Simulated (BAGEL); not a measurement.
# C3H7F (2-fluoropropane): HF/6-31G(d) (density fitting with qzvpp-jkfit, spherical functions)

What is the vertical ionisation energy of C3H7F (2-fluoropropane) at HF/6-31G* (density fitting with qzvpp-jkfit, spherical functions)? 

Program for the calculation: BAGEL 1.2.2.

4 further runs of the same task are left out: 2 that didn't finish, 2 set aside as unsound or not needed. Runs told in other sessions of the task aren't counted.

## 1. The structure to begin with

C3H7F: 11 atoms, total charge 0, spin state singlet. As SMILES, `CC(C)F`. The coordinates come from a PBE0-D4/def2-TZVP relaxation.

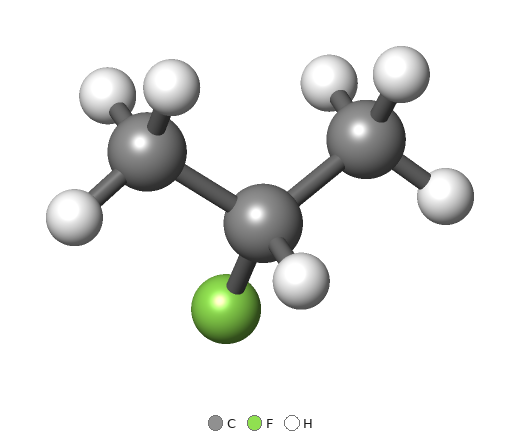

The structure, seen from a chosen angle (carbon grey, fluorine green, hydrogen white).

## 2. A single-point energy at HF/6-31G(d) (density fitting with qzvpp-jkfit, spherical functions)

Contents of calc.json:

```json
{ "bagel": [

{
  "title": "molecule",
  "basis": "6-31gs.json",
  "df_basis": "qzvpp-jkfit",
  "angstrom": "true",
  "geometry": [
    { "atom": "C", "xyz": [      -0.234500,       1.045100,      -0.703000 ] },
    { "atom": "C", "xyz": [      -0.479600,      -0.306600,      -0.081300 ] },
    { "atom": "C", "xyz": [       0.626400,      -0.766200,       0.834700 ] },
    { "atom": "F", "xyz": [      -0.614100,      -1.242400,      -1.108400 ] },
    { "atom": "H", "xyz": [      -1.041900,       1.303400,      -1.390000 ] },
    { "atom": "H", "xyz": [      -0.180600,       1.814100,       0.071000 ] },
    { "atom": "H", "xyz": [       0.707700,       1.043900,      -1.256000 ] },
    { "atom": "H", "xyz": [      -1.436600,      -0.307200,       0.453700 ] },
    { "atom": "H", "xyz": [       1.578500,      -0.788700,       0.299400 ] },
    { "atom": "H", "xyz": [       0.417300,      -1.766700,       1.216600 ] },
    { "atom": "H", "xyz": [       0.722800,      -0.085600,       1.683800 ] }
  ]
},

{
  "title": "hf"
},

{
  "title": "print",
  "file": "orbitals.molden",
  "orbitals": "true"
}

]}
```

The basis set 6-31G* is read from a file made from the Basis Set Exchange's data (not shown).

Launch:

```sh
BAGEL_NUM_THREADS=1 BAGEL calc.json > calc.out
```

Log:

```text
* using 1 threads per process

  ===============================================================
  ===============================================================

  *** Geometry ***

  { "atom" : "C", "xyz" : [     -0.443141,      1.974953,     -1.328477 ] },
  { "atom" : "C", "xyz" : [     -0.906313,     -0.579390,     -0.153635 ] },
  { "atom" : "C", "xyz" : [      1.183724,     -1.447908,      1.577354 ] },
  { "atom" : "F", "xyz" : [     -1.160481,     -2.347796,     -2.094572 ] },
  { "atom" : "H", "xyz" : [     -1.968906,      2.463069,     -2.626719 ] },
  { "atom" : "H", "xyz" : [     -0.341285,      3.428152,      0.134171 ] },
  { "atom" : "H", "xyz" : [      1.337359,      1.972685,     -2.373496 ] },
  { "atom" : "H", "xyz" : [     -2.714781,     -0.580524,      0.857369 ] },
  { "atom" : "H", "xyz" : [      2.982933,     -1.490427,      0.565784 ] },
  { "atom" : "H", "xyz" : [      0.788583,     -3.338579,      2.299041 ] },
  { "atom" : "H", "xyz" : [      1.365894,     -0.161761,      3.181921 ] },

  Number of auxiliary basis functions:      428

  Since a DF basis is specified, we compute 2- and 3-index integrals:
    o Being stored without compression. Storage requirement is 0.017 GB

  Number of basis functions:       70
  Number of electrons      :       34

    * METHOD: MOLECULE                             0.17

  *** RHF ***

  === Nuclear Repulsion ===
   133.0585992146

      * DIIS with orbital gradients will be used.

  === RHF iteration (6-31gs.json) ===
      0       -216.96420496          0.01906293           0.04
      1       -217.08562496          0.00915154           0.04
      2       -217.11464470          0.00211988           0.04
      3       -217.11649121          0.00053115           0.04
      4       -217.11660248          0.00007900           0.04
      5       -217.11660707          0.00001926           0.04
      6       -217.11660739          0.00000528           0.04
      7       -217.11660741          0.00000175           0.04
      8       -217.11660741          0.00000037           0.04
      9       -217.11660741          0.00000013           0.04
     10       -217.11660741          0.00000005           0.04
     11       -217.11660741          0.00000001           0.04
     12       -217.11660741          0.00000000           0.04
    * SCF iteration converged.

    * Permanent dipole moment:
           (   -0.117743,    -0.536947,    -0.566648) a.u.

    * METHOD: HF                                   0.61

    * METHOD: PRINT                                0.01

  ===============================================================
```

It took 0.95 s on 1 thread of Arm Neoverse V2, shared host.

## 3. The doublet cation, same level

Contents of job.json:

```json
{ "bagel" : [

{
  "title" : "molecule",
  "basis" : "6-31gs.json",
  "df_basis" : "qzvpp-jkfit",
  "angstrom" : true,
  "geometry" : [
    { "atom" : "C", "xyz" : [      -0.234500,       1.045100,      -0.703000 ] },
    { "atom" : "C", "xyz" : [      -0.479600,      -0.306600,      -0.081300 ] },
    { "atom" : "C", "xyz" : [       0.626400,      -0.766200,       0.834700 ] },
    { "atom" : "F", "xyz" : [      -0.614100,      -1.242400,      -1.108400 ] },
    { "atom" : "H", "xyz" : [      -1.041900,       1.303400,      -1.390000 ] },
    { "atom" : "H", "xyz" : [      -0.180600,       1.814100,       0.071000 ] },
    { "atom" : "H", "xyz" : [       0.707700,       1.043900,      -1.256000 ] },
    { "atom" : "H", "xyz" : [      -1.436600,      -0.307200,       0.453700 ] },
    { "atom" : "H", "xyz" : [       1.578500,      -0.788700,       0.299400 ] },
    { "atom" : "H", "xyz" : [       0.417300,      -1.766700,       1.216600 ] },
    { "atom" : "H", "xyz" : [       0.722800,      -0.085600,       1.683800 ] }
  ]
},

{ "title" : "rohf", "charge" : 1, "nopen" : 1 },

{ "title" : "print", "file" : "orbitals.molden", "orbitals" : true }

]}
```

The basis set 6-31G* is read from a file made from the Basis Set Exchange's data (not shown).

Launch:

```sh
BAGEL_NUM_THREADS=1 BAGEL job.json > job.out
```

Log:

```text
* using 1 threads per process

  ===============================================================
  ===============================================================

  *** Geometry ***

  { "atom" : "C", "xyz" : [     -0.443141,      1.974953,     -1.328477 ] },
  { "atom" : "C", "xyz" : [     -0.906313,     -0.579390,     -0.153635 ] },
  { "atom" : "C", "xyz" : [      1.183724,     -1.447908,      1.577354 ] },
  { "atom" : "F", "xyz" : [     -1.160481,     -2.347796,     -2.094572 ] },
  { "atom" : "H", "xyz" : [     -1.968906,      2.463069,     -2.626719 ] },
  { "atom" : "H", "xyz" : [     -0.341285,      3.428152,      0.134171 ] },
  { "atom" : "H", "xyz" : [      1.337359,      1.972685,     -2.373496 ] },
  { "atom" : "H", "xyz" : [     -2.714781,     -0.580524,      0.857369 ] },
  { "atom" : "H", "xyz" : [      2.982933,     -1.490427,      0.565784 ] },
  { "atom" : "H", "xyz" : [      0.788583,     -3.338579,      2.299041 ] },
  { "atom" : "H", "xyz" : [      1.365894,     -0.161761,      3.181921 ] },

  Number of auxiliary basis functions:      428

  Since a DF basis is specified, we compute 2- and 3-index integrals:
    o Being stored without compression. Storage requirement is 0.017 GB

  Number of basis functions:       70
  Number of electrons      :       34

    * METHOD: MOLECULE                             0.15

  *** Open-shell HF ***

  === Nuclear Repulsion ===
   133.0585992146

      * DIIS with orbital gradients will be used.

  === ROHF iteration (6-31gs.json) ===
      0       -216.51049430          0.03927805           0.06
      1       -216.61622284          0.02648026           0.06
      2       -216.64437163          0.01837059           0.06
      3       -216.67295156          0.00181955           0.06
      4       -216.67381417          0.00092378           0.06
      5       -216.67423048          0.00061721           0.06
      6       -216.67450718          0.00018400           0.06
      7       -216.67459864          0.00013510           0.06
      8       -216.67462180          0.00008133           0.06
      9       -216.67463401          0.00006776           0.06
[... 33 lines of this table left out ...]
     43       -216.67463990          0.00000001           0.06
     44       -216.67463990          0.00000001           0.06
     45       -216.67463990          0.00000001           0.06
     46       -216.67463990          0.00000001           0.06
    * SCF iteration converged.

    * S^2 (ROHF) is 0.7500

    * Permanent dipole moment:
           (    0.105894,    -0.725836,    -0.916916) a.u.

    * METHOD: ROHF                                 3.16

    * METHOD: PRINT                                0.01

  ===============================================================
```

Wall time 3.6 s (1 thread of Arm Neoverse V2, shared host).

## 4. Summary of results

At HF/6-31G* (density fitting with qzvpp-jkfit, spherical functions):

```
                                          quantity          value
                       singlet C3H7F: total energy  -217.11661 Eh
                      singlet C3H7F: dipole moment         2.01 D
                        singlet C3H7F: HOMO energy      -13.02 eV
                        singlet C3H7F: LUMO energy        6.30 eV
                      singlet C3H7F: HOMO–LUMO gap       19.32 eV
                      doublet cation: total energy  -216.67464 Eh
                              doublet cation: ⟨S²⟩          0.750
vertical ionisation energy (to the doublet cation)      12.027 eV
```

In words: The vertical ionisation energy comes to 12.03 eV (277 kcal/mol). −ε(HOMO) before ionisation, 13.02 eV, is 0.99 eV above this ionisation energy.
